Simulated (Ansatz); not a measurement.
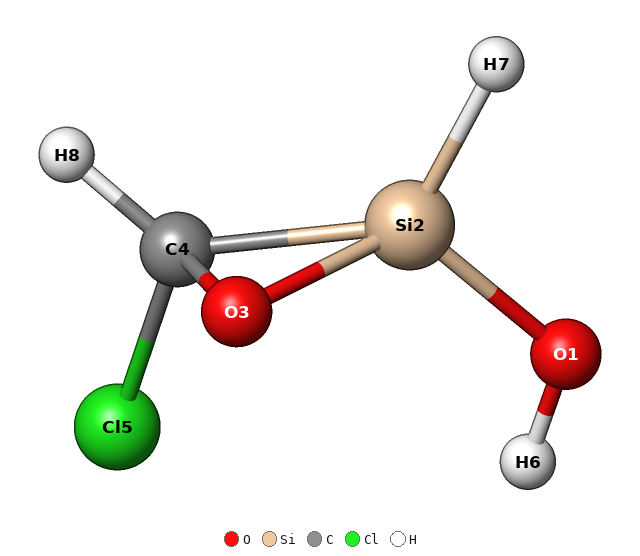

Harmonic vibrations computed with RKS PBE0-D4/def2-TZVP (Ansatz 0.2.0) at a stationary point of the same level.

Minimum or transition state?

A minimum: no imaginary frequency, and the lowest mode lies at 115 cm⁻¹.

List the wavenumbers.

18 modes: 115, 232, 336, 380, 403, 571, 685, 721, 804, 817, 886, 948, 1083, 1118, 1263, 2324, 3173, 3881 cm⁻¹.
